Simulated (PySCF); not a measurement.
## Run report: C₄H₈OSi₂, excited-state calculation

- system: C₄H₈OSi₂, SMILES [SiH3]O[SiH]1C=CC=C1
- method: TDDFT wB97X-D/def2-SVPD, vertical, gas phase, core orbitals frozen in the response (PySCF 2.14.0)

The geometry comes from this level: GFN2-xTB. It belongs to a series of runs on one base structure; here: constitutional isomer.

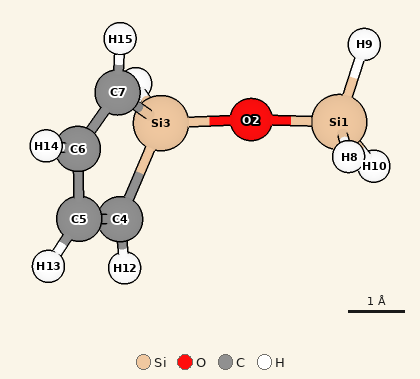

**Figure 1.** The structure as given in the input (ball-and-stick view, seen at a tilt; atoms are numbered from 1 in the order of the input). Bond lengths as drawn: C–C 1.34 to 1.46 Å, C–H 1.08 Å, C–Si 1.89 Å, H–Si 1.46 Å and O–Si 1.62 Å.

Summary

- outcome: converged
- total energy: −811.047917 hartree
- HOMO: −8.53 eV
- LUMO: 0.03 eV
- dipole moment: 0.68 D
- mean polarisability: 94.00 a.u.
- lowest singlet excitation: 4.14 eV
- hardware: 1 CPU thread, shared host
- wall time: 47 s
- peak memory: 0.9 GiB

Input file
```
{"job": {"kind": "uv", "xc": "wB97X-D", "basis": "def2-SVPD", "nstates": 8, "ntriplets": 3}, "charge": 0, "multiplicity": 1}
Si     2.886126    -0.470139     0.048235
O      1.520021     0.169967    -0.541585
Si    -0.012708     0.653863    -0.742357
C     -1.276181    -0.731299    -0.975842
C     -2.198173    -0.649224    -0.011021
C     -2.003369     0.400165     0.984911
C     -0.923221     1.172894     0.830027
H      2.565196    -1.307398     1.202749
H      3.727821     0.664992     0.421814
H      3.452174    -1.247814    -1.051730
H      0.045822     1.653324    -1.805439
H     -1.330838    -1.468311    -1.759331
H     -3.051385    -1.308480     0.074089
H     -2.714376     0.499729     1.793752
H     -0.691324     1.975723     1.509817
```

The first line tells a small driver script what to run in PySCF; the rest is the geometry in Å.

Launch command:
```bash
OMP_NUM_THREADS=1 python <driver script> task.json out
```

Log
```
coarse grid: 13640 points
cycle   1  E = -810.8176423115  dE =  1.050e+00  |g| = 7.421e-01  |ddm| = 6.851e+00
cycle   2  E = -810.7790077924  dE =  3.863e-02  |g| = 9.035e-01  |ddm| = 2.012e+00
cycle   3  E = -810.9297621202  dE = -1.508e-01  |g| = 6.995e-02  |ddm| = 8.926e-01
cycle   4  E = -810.9308987504  dE = -1.137e-03  |g| = 3.013e-02  |ddm| = 2.489e-01
cycle   5  E = -810.9311577247  dE = -2.590e-04  |g| = 4.106e-03  |ddm| = 9.785e-02
cycle   6  E = -810.9311636324  dE = -5.908e-06  |g| = 1.295e-03  |ddm| = 2.323e-02
final grid: 122872 points
cycle   7  E = -811.0479145390  dE = -7.632e-05  |g| = 2.866e-03  |ddm| = 1.618e-01
cycle   8  E = -811.0479161028  dE = -1.564e-06  |g| = 1.770e-03  |ddm| = 1.915e-02
cycle   9  E = -811.0479167536  dE = -6.508e-07  |g| = 8.284e-04  |ddm| = 4.831e-03
cycle  10  E = -811.0479169284  dE = -1.748e-07  |g| = 1.096e-04  |ddm| = 2.238e-03
cycle  11  E = -811.0479169333  dE = -4.879e-09  |g| = 4.712e-05  |ddm| = 4.651e-04
cycle  12  E = -811.0479169341  dE = -8.365e-10  |g| = 1.390e-05  |ddm| = 1.896e-04
```

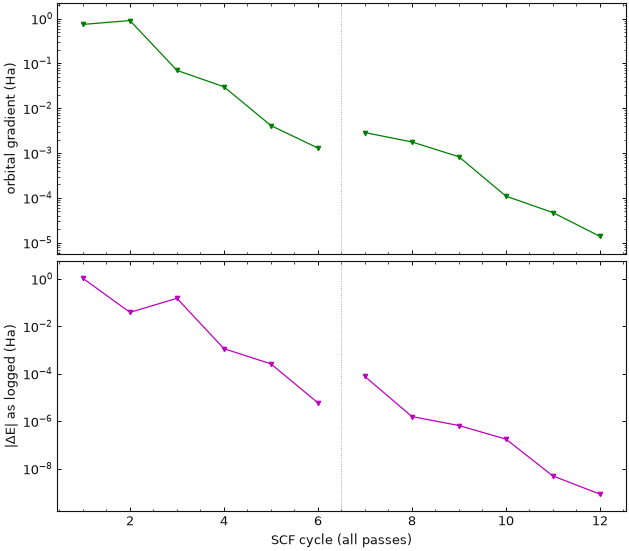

**Figure 2.** Convergence of the self-consistent field: orbital gradient and size of the energy change against the SCF cycle. The dotted line marks the change from a coarse to the final integration grid. The first 6 cycles use a coarse grid, the final grid takes over at cycle 7, and the field converges after 12 cycles in all.

```
converged SCF energy = -811.0479169341

Static polarisability (au): isotropic 94.002, principal 78.291 92.729 110.985

Singlet excitations
state   eV       nm        f      main configurations
  1   4.1386    299.6   0.04243   H->L 0.98
  2   5.1718    239.7   0.00242   H-1->L 0.89
  3   5.7985    213.8   0.00583   H-2->L 0.85
  4   6.8123    182.0   0.00020   H->L+3 0.47, H->L+2 0.25, H->L+1 0.21
  5   6.8683    180.5   0.00985   H->L+4 0.42, H-4->L 0.18, H-5->L 0.16
  6   7.1712    172.9   0.00149   H-6->L 0.38, H-5->L 0.28, H-4->L 0.13
  7   7.2583    170.8   0.00499   H->L+1 0.52, H->L+3 0.16
  8   7.4170    167.2   0.08143   H-3->L 0.33, H->L+4 0.30

Triplet excitations (Tamm-Dancoff, eV): 2.5608 4.7462 4.9121
```

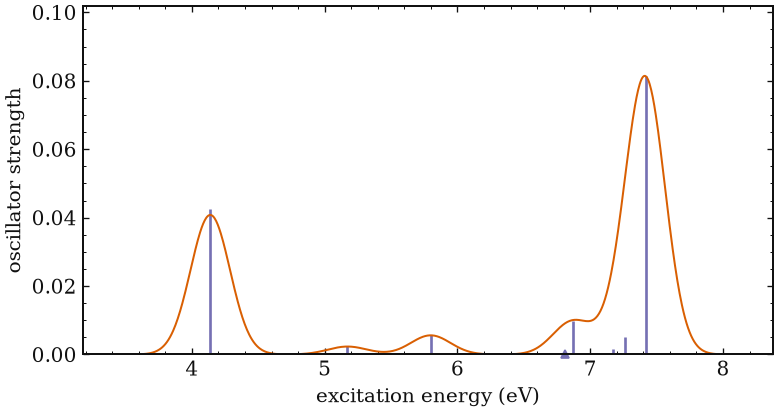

**Figure 3.** Computed excitations as sticks (degenerate states added up, dark ones marked on the axis), with a Gaussian envelope of 0.35 eV full width at half maximum, scaled to the tallest. Of the 8 states the lowest lies at 4.14 eV (f = 0.042); the strongest line is at 7.42 eV, or 167 nm (f = 0.081).

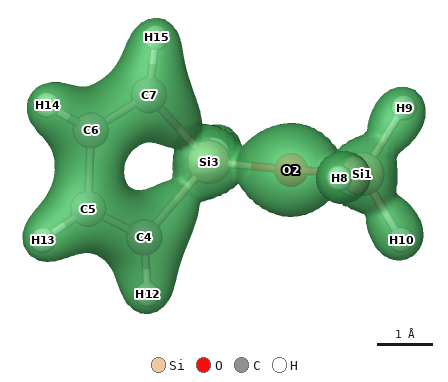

**Figure 4.** Isosurface of the electron density at 0.6 e/Å³ (green), seen at a tilt. At this value the surface is in one piece. On the grid the lowest density along these lines, outside the cores, is 2.3 e/Å³ (C–C, 1.34 Å), 0.94 e/Å³ (Si–O, 1.62 Å), 0.79 e/Å³ (C–Si, 1.89 Å) and 1.9 e/Å³ (C–H, 1.08 Å).

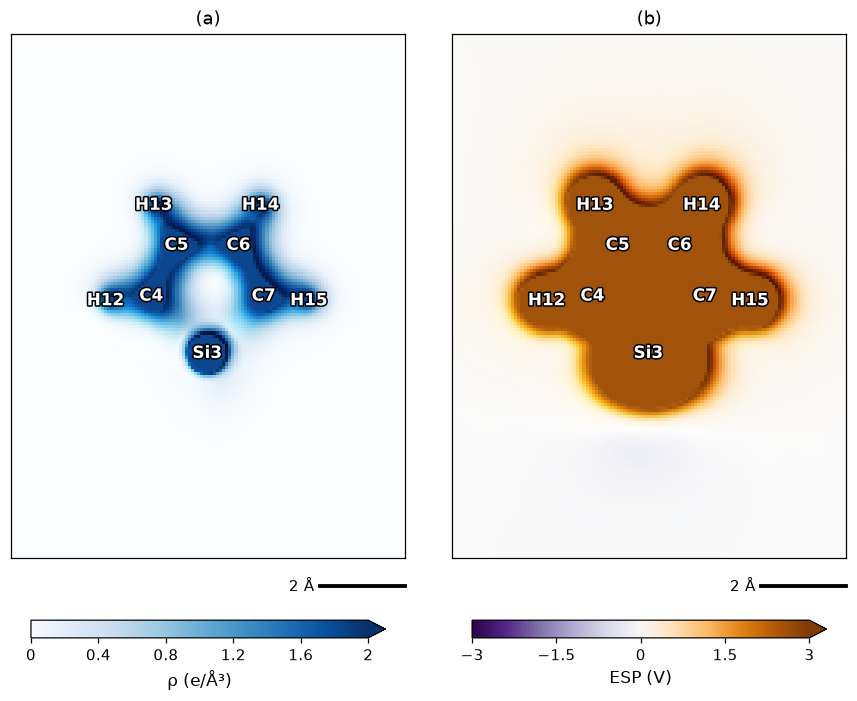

**Figure 5.** (a) total electron density; (b) molecular electrostatic potential on the plane of atoms C4, C5 and C6. C–C (1.34 Å): ρ at the midpoint is about 2.3 e/Å³. C–C (1.46 Å): ρ is about 1.9 e/Å³ halfway.

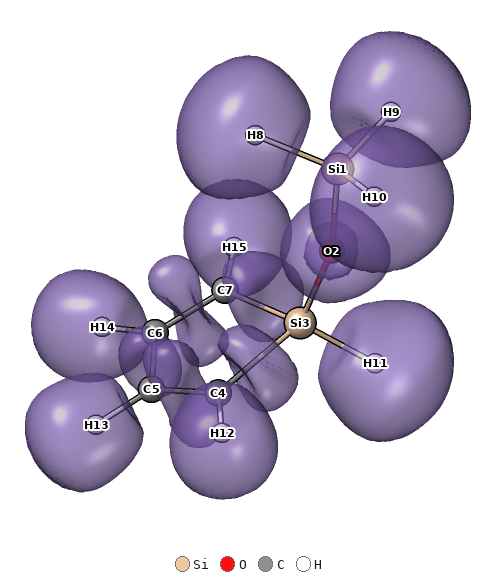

**Figure 6.** Isosurface of the ELF at 0.75 (purple), seen at an oblique angle. Core shells and regions of very low density are left out. Profiles from the grid: C–C (1.34 Å): the ELF peaks at about 0.90 between the atoms; a double or triple bond. Si–O (1.62 Å): the ELF peaks at about 0.85 between the atoms (a shared but strongly polarised pair).
